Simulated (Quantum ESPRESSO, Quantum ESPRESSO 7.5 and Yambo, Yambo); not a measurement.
## Quasiparticle gap of CdSe (F-43m) in Yambo

Aim: the G0W0 gap of CdSe (F-43m) on PBE, step by step.

Calculated with Quantum ESPRESSO 7.5 and Yambo 5.3.0; PBE and many-body steps on it, plane waves.

**The experiments to reproduce.**

- Gap 1.69 ± 0.02 eV: direct gap from (alpha E)^2 extrapolation; spectroscopic ellipsometry; 300 K; film (fully relaxed MBE film, 304 nm) on GaAs(100) (“Band gap bowing of binary alloys: Experimental results compared to theoretical tight-binding supercell calculations for CdZnSe”, 2010, arxiv:1007.2297).

## (1) Starting point

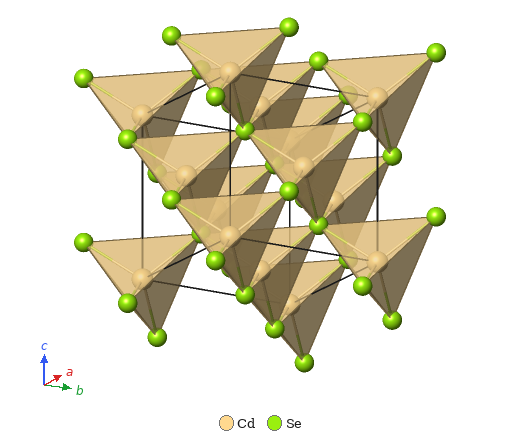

Start, viewed from a free direction; cadmium orange, selenium green. This picture shows the conventional cell, with its axes. Some periodic images of atoms are drawn too.

The lattice is a measured one from papers, the positions are the Materials Project's; both are kept fixed.

## (2) Ground state

This step: Quantum ESPRESSO 7.5; DFT, PBE, plane waves, norm-conserving pseudopotentials.

The ground-state density comes first.

The input, pw.in:

```
&control
  calculation = 'scf'
  prefix = 'x'
  outdir = 'o'
  pseudo_dir = 'pseudo'
/
&system
  ibrav = 0
  nat = 2
  ntyp = 2
  ecutwfc = 104.0
  nbnd = 27
  force_symmorphic = .true.
/
&electrons
  conv_thr = 1e-10
  electron_maxstep = 80
  mixing_beta = 0.5
/
ATOMIC_SPECIES
  Cd 112.41 Cd.upf
  Se 78.971 Se.upf
CELL_PARAMETERS angstrom
  0.0000000000 3.0250000000 3.0250000000
  3.0250000000 0.0000000000 3.0250000000
  3.0250000000 3.0250000000 0.0000000000
ATOMIC_POSITIONS crystal
  Cd 0.0000000000 0.0000000000 0.0000000000
  Se 0.7500000000 0.7500000000 0.7500000000
K_POINTS automatic
  6 6 6 0 0 0
```

Run with:

```
$ OMP_NUM_THREADS=1 mpirun -n 4 pw.x -nk 4 -in pw.in > pw.out
```

The log of the run:

```text
Program PWSCF v.7.5 starts

     This program is part of the open-source Quantum ESPRESSO suite
     for quantum simulation of materials; please cite
         "P. Giannozzi et al., J. Phys.:Condens. Matter 21 395502 (2009);
         "P. Giannozzi et al., J. Phys.:Condens. Matter 29 465901 (2017);
         "P. Giannozzi et al., J. Chem. Phys. 152 154105 (2020);
     in publications or presentations arising from this work. More details at
     Message from routine setup:
     using ibrav=0 with symmetry is DISCOURAGED, use correct ibrav instead

     G-vector sticks info

     bravais-lattice index     =            0
     lattice parameter (alat)  =       8.0842  a.u.
     unit-cell volume          =     373.5964 (a.u.)^3
     number of atoms/cell      =            2
     number of atomic types    =            2
     number of electrons       =        44.00
     number of Kohn-Sham states=           27
     kinetic-energy cutoff     =     104.0000  Ry
     charge density cutoff     =     416.0000  Ry
     scf convergence threshold =      1.0E-10
     mixing beta               =       0.5000
     number of iterations used =            8  plain     mixing
     Exchange-correlation= PBE
                           (   1   4   3   4   0   0   0)

     celldm(1)=   8.084241  celldm(2)=   0.000000  celldm(3)=   0.000000
     celldm(4)=   0.000000  celldm(5)=   0.000000  celldm(6)=   0.000000

     crystal axes: (cart. coord. in units of alat)
               a(1) = (   0.000000   0.707107   0.707107 )
               a(2) = (   0.707107   0.000000   0.707107 )
               a(3) = (   0.707107   0.707107   0.000000 )

     reciprocal axes: (cart. coord. in units 2 pi/alat)
               b(1) = ( -0.707107  0.707107  0.707107 )
               b(2) = (  0.707107 -0.707107  0.707107 )
               b(3) = (  0.707107  0.707107 -0.707107 )
     Pseudo is Norm-conserving + core correction, Zval = 20.0
     Generated using ONCVPSP code by D. R. Hamann
     Using radial grid of 1368 points,  6 beta functions with:
     Pseudo is Norm-conserving + core correction, Zval = 24.0
     Generated using ONCVPSP code by D. R. Hamann
     Using radial grid of 1214 points,  6 beta functions with:
     Cd               20.00   112.41000     Cd( 1.00)
     Se               24.00    78.97100     Se( 1.00)

     24 Sym. Ops. (no inversion) found

   Cartesian axes

     site n.     atom                  positions (alat units)
         1        Cd     tau(   1) = (   0.0000000   0.0000000   0.0000000  )
         2        Se     tau(   2) = (   1.0606602   1.0606602   1.0606602  )

     number of k points=    16
                       cart. coord. in units 2pi/alat
        k(    1) = (   0.0000000   0.0000000   0.0000000), wk =   0.0092593
        k(    2) = (   0.1178511   0.1178511  -0.1178511), wk =   0.0740741
        k(    3) = (   0.2357023   0.2357023  -0.2357023), wk =   0.0740741
        k(    4) = (  -0.3535534  -0.3535534   0.3535534), wk =   0.0370370
        k(    5) = (   0.2357023   0.0000000  -0.0000000), wk =   0.0555556
        k(    6) = (   0.3535534   0.1178511  -0.1178511), wk =   0.2222222
        k(    7) = (  -0.2357023  -0.4714045   0.4714045), wk =   0.2222222
        k(    8) = (  -0.1178511  -0.3535534   0.3535534), wk =   0.2222222
        k(    9) = (   0.0000000  -0.2357023   0.2357023), wk =   0.1111111
        k(   10) = (   0.4714045   0.0000000  -0.0000000), wk =   0.0555556
     [... 4 further rows ...]
        k(   15) = (  -0.1178511  -0.3535534   0.5892557), wk =   0.2222222
        k(   16) = (  -0.7071068   0.2357023   0.0000000), wk =   0.1111111

     Dense  grid:    53497 G-vectors     FFT dimensions: (  54,  54,  54)

     Initial potential from superposition of free atoms

     starting charge      43.9997, renormalised to      44.0000
     Starting wfcs are   23 randomized atomic wfcs +    4 random wfcs

     per-process dynamical memory:    44.7 Mb

     Self-consistent Calculation

     iteration #  1     ecut=   104.00 Ry     beta= 0.50

     Threshold (ethr) on eigenvalues was too large:
     Diagonalizing with lowered threshold

     total energy              =   -1027.25810268 Ry
     estimated scf accuracy    <       0.08484266 Ry

     iteration #  2     ecut=   104.00 Ry     beta= 0.50

     total energy              =   -1027.27848738 Ry
     estimated scf accuracy    <       0.00829394 Ry

     iteration #  3     ecut=   104.00 Ry     beta= 0.50

     total energy              =   -1027.27978330 Ry
     estimated scf accuracy    <       0.00089064 Ry

     iteration #  4     ecut=   104.00 Ry     beta= 0.50

     total energy              =   -1027.27986490 Ry
     estimated scf accuracy    <       0.00004856 Ry

     iteration #  5     ecut=   104.00 Ry     beta= 0.50

     total energy              =   -1027.27986949 Ry
     estimated scf accuracy    <       0.00000467 Ry

     iteration #  6     ecut=   104.00 Ry     beta= 0.50

     total energy              =   -1027.27987037 Ry
     estimated scf accuracy    <       0.00000021 Ry

     iteration #  7     ecut=   104.00 Ry     beta= 0.50

     total energy              =   -1027.27987041 Ry
     estimated scf accuracy    <       0.00000010 Ry

     iteration #  8     ecut=   104.00 Ry     beta= 0.50

     total energy              =   -1027.27987042 Ry
     estimated scf accuracy    <          1.4E-09 Ry

     iteration #  9     ecut=   104.00 Ry     beta= 0.50

     total energy              =   -1027.27987042 Ry
     estimated scf accuracy    <          8.5E-10 Ry

     iteration # 10     ecut=   104.00 Ry     beta= 0.50

     End of self-consistent calculation

          k = 0.0000 0.0000 0.0000 (  6735 PWs)   bands (ev):

  -198.7238-138.2020-138.2020-138.2020 -93.3811 -54.4431 -54.4431 -54.4431
   -38.3758 -38.3758 -38.3758 -38.3721 -38.3721  -4.3449   0.3513   0.3513
     0.3513   0.7425   0.7425   8.3376   8.3376   8.3376   8.9804  14.2838
    14.2838  14.2838  18.2020

          k = 0.1179 0.1179-0.1179 (  6657 PWs)   bands (ev):

  -198.7238-138.2020-138.2020-138.2020 -93.3811 -54.4431 -54.4431 -54.4431
   -38.3758 -38.3758 -38.3758 -38.3721 -38.3721  -4.2492   0.3814   0.3814
     0.4409   0.7415   0.7415   6.6175   8.1214   8.1214  10.2871  14.0576
    14.6139  14.6139  18.5041

          k = 0.2357 0.2357-0.2357 (  6724 PWs)   bands (ev):

  -198.7238-138.2020-138.2020-138.2020 -93.3811 -54.4433 -54.4431 -54.4431
   -38.3759 -38.3758 -38.3758 -38.3720 -38.3720  -4.0548   0.4314   0.4314
     0.7529   0.7529   0.7530   4.7606   7.7397   7.7397  10.7755  14.8624
    14.8624  14.9469  18.2155

          k =-0.3536-0.3536 0.3536 (  6658 PWs)   bands (ev):

     [... further k-points ...]

     highest occupied, lowest unoccupied level (ev):     8.3376    8.9804

!    total energy              =   -1027.27987042 Ry
     estimated scf accuracy    <          6.4E-11 Ry

     The total energy is the sum of the following terms:
     one-electron contribution =    -880.94886381 Ry
     hartree contribution      =     418.60470941 Ry
     xc contribution           =    -106.19733478 Ry
     ewald contribution        =    -458.73838124 Ry

     convergence has been achieved in  10 iterations

     XML data file, charge density, pseudopotentials, collected wavefunctions

=------------------------------------------------------------------------------=
   JOB DONE.
=------------------------------------------------------------------------------=
```

Run time: 15 s. Hardware: 4 MPI ranks of Arm Neoverse V2, shared host; peak memory 0.38 GiB; 62 s of CPU time.

Numbers from this step:

* total energy: -13976.8547 eV
* gap: 0.6427 eV
* k of the valence top: 0, 0, 0
* k of the conduction bottom: 0, 0, 0
* least direct gap: 0.6427 eV

The gap is direct, at Γ.

## (3) Bands along the symmetry lines

The cheap functional maps the bands first; the places of the edges decide which points the dearer methods must see.

The input, pw.in:

```
&control
  calculation = 'bands'
  prefix = 'x'
  outdir = 'o'
  pseudo_dir = 'pseudo'
/
&system
  ibrav = 0
  nat = 2
  ntyp = 2
  ecutwfc = 104.0
  nbnd = 28
  force_symmorphic = .true.
/
&electrons
  conv_thr = 1e-9
  electron_maxstep = 80
  diago_full_acc = .true.
  diago_thr_init = 5e-6
/
ATOMIC_SPECIES
  Cd 112.41 Cd.upf
  Se 78.971 Se.upf
CELL_PARAMETERS angstrom
  0.0000000000 3.0250000000 3.0250000000
  3.0250000000 0.0000000000 3.0250000000
  3.0250000000 3.0250000000 0.0000000000
ATOMIC_POSITIONS crystal
  Cd 0.0000000000 0.0000000000 0.0000000000
  Se 0.7500000000 0.7500000000 0.7500000000
K_POINTS crystal
  50
  0.00000000 0.00000000 0.00000000 1
  -0.06250000 -0.06250000 0.00000000 1
  -0.12500000 -0.12500000 0.00000000 1
  -0.18750000 -0.18750000 0.00000000 1
  -0.25000000 -0.25000000 0.00000000 1
  -0.31250000 -0.31250000 0.00000000 1
  -0.37500000 -0.37500000 0.00000000 1
  -0.43750000 -0.43750000 0.00000000 1
  -0.50000000 -0.50000000 0.00000000 1
  -0.48437500 -0.48437500 0.03125000 1
  -0.46875000 -0.46875000 0.06250000 1
  -0.45312500 -0.45312500 0.09375000 1
  -0.43750000 -0.43750000 0.12500000 1
  -0.42187500 -0.42187500 0.15625000 1
  -0.40625000 -0.40625000 0.18750000 1
  -0.39062500 -0.39062500 0.21875000 1
  -0.37500000 -0.37500000 0.25000000 1
  -0.37500000 0.00000000 0.37500000 1
  -0.32812500 0.00000000 0.32812500 1
  -0.28125000 0.00000000 0.28125000 1
  -0.23437500 0.00000000 0.23437500 1
  -0.18750000 0.00000000 0.18750000 1
  -0.14062500 0.00000000 0.14062500 1
  -0.09375000 0.00000000 0.09375000 1
  -0.04687500 0.00000000 0.04687500 1
  0.00000000 0.00000000 0.00000000 1
  0.00000000 0.00000000 0.06250000 1
  0.00000000 0.00000000 0.12500000 1
  0.00000000 0.00000000 0.18750000 1
  0.00000000 0.00000000 0.25000000 1
  0.00000000 0.00000000 0.31250000 1
  0.00000000 0.00000000 0.37500000 1
  0.00000000 0.00000000 0.43750000 1
  -0.00000000 -0.00000000 0.50000000 1
  -0.06250000 -0.03125000 0.46875000 1
  -0.12500000 -0.06250000 0.43750000 1
  -0.18750000 -0.09375000 0.40625000 1
  -0.25000000 -0.12500000 0.37500000 1
  -0.31250000 -0.15625000 0.34375000 1
  -0.37500000 -0.18750000 0.31250000 1
  -0.43750000 -0.21875000 0.28125000 1
  -0.50000000 -0.25000000 0.25000000 1
  -0.50000000 -0.28125000 0.21875000 1
  -0.50000000 -0.31250000 0.18750000 1
  -0.50000000 -0.34375000 0.15625000 1
  -0.50000000 -0.37500000 0.12500000 1
  -0.50000000 -0.40625000 0.09375000 1
  -0.50000000 -0.43750000 0.06250000 1
  -0.50000000 -0.46875000 0.03125000 1
  -0.50000000 -0.50000000 0.00000000 1
```

The log of the run:

```text
[banner, memory and clock lines left out]
Program PWSCF v.7.5 starts

     Atomic positions and unit cell read from directory:
     o/x.save/

     Message from routine setup:
     using ibrav=0 with symmetry is DISCOURAGED, use correct ibrav instead

     G-vector sticks info

     bravais-lattice index     =            0
     lattice parameter (alat)  =       8.0842  a.u.
     unit-cell volume          =     373.5964 (a.u.)^3
     number of atoms/cell      =            2
     number of atomic types    =            2
     number of electrons       =        44.00
     number of Kohn-Sham states=           28
     kinetic-energy cutoff     =     104.0000  Ry
     charge density cutoff     =     416.0000  Ry
     Exchange-correlation= PBE
                           (   1   4   3   4   0   0   0)

     celldm(1)=   8.084241  celldm(2)=   0.000000  celldm(3)=   0.000000
     celldm(4)=   0.000000  celldm(5)=   0.000000  celldm(6)=   0.000000

     crystal axes: (cart. coord. in units of alat)
               a(1) = (   0.000000   0.707107   0.707107 )
               a(2) = (   0.707107   0.000000   0.707107 )
               a(3) = (   0.707107   0.707107   0.000000 )

     reciprocal axes: (cart. coord. in units 2 pi/alat)
               b(1) = ( -0.707107  0.707107  0.707107 )
               b(2) = (  0.707107 -0.707107  0.707107 )
               b(3) = (  0.707107  0.707107 -0.707107 )
     Pseudo is Norm-conserving + core correction, Zval = 20.0
     Generated using ONCVPSP code by D. R. Hamann
     Using radial grid of 1368 points,  6 beta functions with:
     Pseudo is Norm-conserving + core correction, Zval = 24.0
     Generated using ONCVPSP code by D. R. Hamann
     Using radial grid of 1214 points,  6 beta functions with:
     Cd               20.00   112.41000     Cd( 1.00)
     Se               24.00    78.97100     Se( 1.00)

     24 Sym. Ops. (no inversion) found

   Cartesian axes

     site n.     atom                  positions (alat units)
         1        Cd     tau(   1) = (   0.0000000   0.0000000   0.0000000  )
         2        Se     tau(   2) = (   1.0606602   1.0606602   1.0606602  )

     number of k points=    50
                       cart. coord. in units 2pi/alat
        k(    1) = (   0.0000000   0.0000000   0.0000000), wk =   0.0400000
        k(    2) = (   0.0000000   0.0000000  -0.0883883), wk =   0.0400000
        k(    3) = (   0.0000000   0.0000000  -0.1767767), wk =   0.0400000
[...]
[... 38 further rows ...]
        k(   49) = (   0.0441942  -0.0000000  -0.7071068), wk =   0.0400000
        k(   50) = (   0.0000000   0.0000000  -0.7071068), wk =   0.0400000

     Dense  grid:    53497 G-vectors     FFT dimensions: (  54,  54,  54)

     The potential is recalculated from file :
     o/x.save/charge-density

     Starting wfcs are   23 randomized atomic wfcs +    5 random wfcs

     Band Structure Calculation

     End of band structure calculation

          k = 0.0000 0.0000 0.0000 (  6735 PWs)   bands (ev):

  -198.7240-138.2021-138.2021-138.2021 -93.3810 -54.4430 -54.4430 -54.4430
   -38.3759 -38.3759 -38.3759 -38.3722 -38.3722  -4.3449   0.3513   0.3513
     0.3513   0.7425   0.7425   8.3376   8.3376   8.3376   8.9804  14.2838
    14.2838  14.2838  18.2021  19.5140

          k = 0.0000 0.0000-0.0884 (  6703 PWs)   bands (ev):

  -198.7240-138.2021-138.2021-138.2021 -93.3810 -54.4431 -54.4430 -54.4430
   -38.3759 -38.3759 -38.3759 -38.3722 -38.3722  -4.3256   0.3603   0.3603
[...]
14.4178  14.4178  18.4806  18.7428

          k = 0.0000 0.0000-0.1768 (  6667 PWs)   bands (ev):

  -198.7240-138.2021-138.2021-138.2021 -93.3810 -54.4431 -54.4431 -54.4431
[...]
14.7920  14.7920  17.5571  19.4345

          k =-0.0000 0.0000-0.2652 (  6679 PWs)   bands (ev):

[...]
k = 0.0000 0.0000-0.3536 (  6715 PWs)   bands (ev):

[...]
k = 0.0000-0.0000-0.4419 (  6698 PWs)   bands (ev):

[...]
k =-0.0000 0.0000-0.5303 (  6686 PWs)   bands (ev):

[...]
k = 0.0000-0.0000-0.6187 (  6710 PWs)   bands (ev):

[...]
k = 0.5303-0.0000-0.5303 (  6713 PWs)   bands (ev):

[...]
k = 0.0000 0.0000 0.0000 (  6735 PWs)   bands (ev):

[...]
k = 0.1326 0.0000-0.7071 (  6698 PWs)   bands (ev):

[...]
k = 0.0884-0.0000-0.7071 (  6702 PWs)   bands (ev):

[...]
k = 0.0442-0.0000-0.7071 (  6728 PWs)   bands (ev):

  -198.7240-138.2021-138.2021-138.2021 -93.3810 -54.4433 -54.4432 -54.4432
[...]
17.4583  18.4621  18.6722  20.7749

          k = 0.0000 0.0000-0.7071 (  6710 PWs)   bands (ev):

  -198.7240-138.2021-138.2021-138.2021 -93.3810 -54.4433 -54.4432 -54.4432
   -38.3761 -38.3759 -38.3759 -38.3722 -38.3721  -3.8344   0.5465   0.6254
     0.6254   0.8038   1.1170   4.1894   6.4334   6.4334  11.4600  12.1219
    17.5115  18.6566  18.6566  20.6934

     XML data file, pseudopotentials, collected wavefunctions
```

Elapsed: 10 s, on 4 MPI ranks; peak memory 0.3 GiB.

Numbers from this step:

```
gap                        : 0.6427 eV
k of the valence top       : 0, 0, 0
k of the conduction bottom : 0, 0, 0
least direct gap           : 0.6427 eV
```

The gap is 0.643 eV, as in the run before at this level.

Electronic bands along the path, in eV, zero at the top of the highest filled band:

| point | band 19 | band 20 | band 21 | band 22 | band 23 | band 24 | band 25 | band 26 |
| --- | --- | --- | --- | --- | --- | --- | --- | --- |
| Γ | -7.60 | 0.00 | 0.00 | 0.00 | 0.64 | 5.95 | 5.95 | 5.95 |
| X | -7.22 | -4.15 | -1.90 | -1.90 | 3.12 | 3.78 | 9.17 | 10.32 |
| U | -7.13 | -4.09 | -2.59 | -1.56 | 3.72 | 5.20 | 8.31 | 8.65 |
| jump to K | -7.13 | -4.09 | -2.59 | -1.56 | 3.72 | 5.20 | 8.31 | 8.65 |
| Γ | -7.60 | 0.00 | 0.00 | 0.00 | 0.64 | 5.95 | 5.95 | 5.95 |
| L | -7.29 | -4.48 | -0.77 | -0.77 | 2.42 | 6.46 | 6.46 | 7.46 |
| W | -7.09 | -4.06 | -2.29 | -2.27 | 5.11 | 5.22 | 6.51 | 7.61 |
| X | -7.22 | -4.15 | -1.90 | -1.90 | 3.12 | 3.78 | 9.17 | 10.32 |

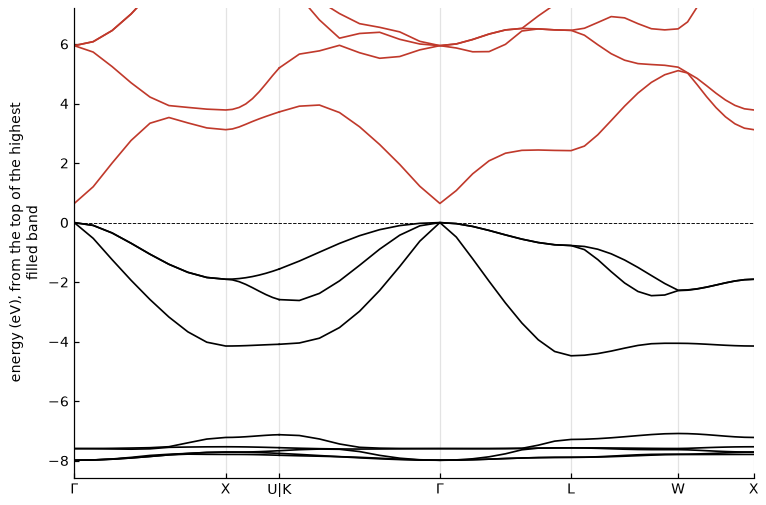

Electronic bands along the path; lines of filled and empty bands in two colours.

(Part 1 of 3 ends here.)

[Paths, hosts, dates, memory and timing lines, banners, echoed tables and standing remarks are left out of the program output.]

[Logs are printed without paths, hosts, clocks, repeated set-up lines and the standing remarks that a program may print on its own settings, such as how far it seeks lower states.]

[Runs of the session that timed out or met a known fault of the program may be left out.]

[Hosts, paths, dates, database ids (printed as entryN), source tags and the programs' standing remarks are cut or masked in the printed files.]
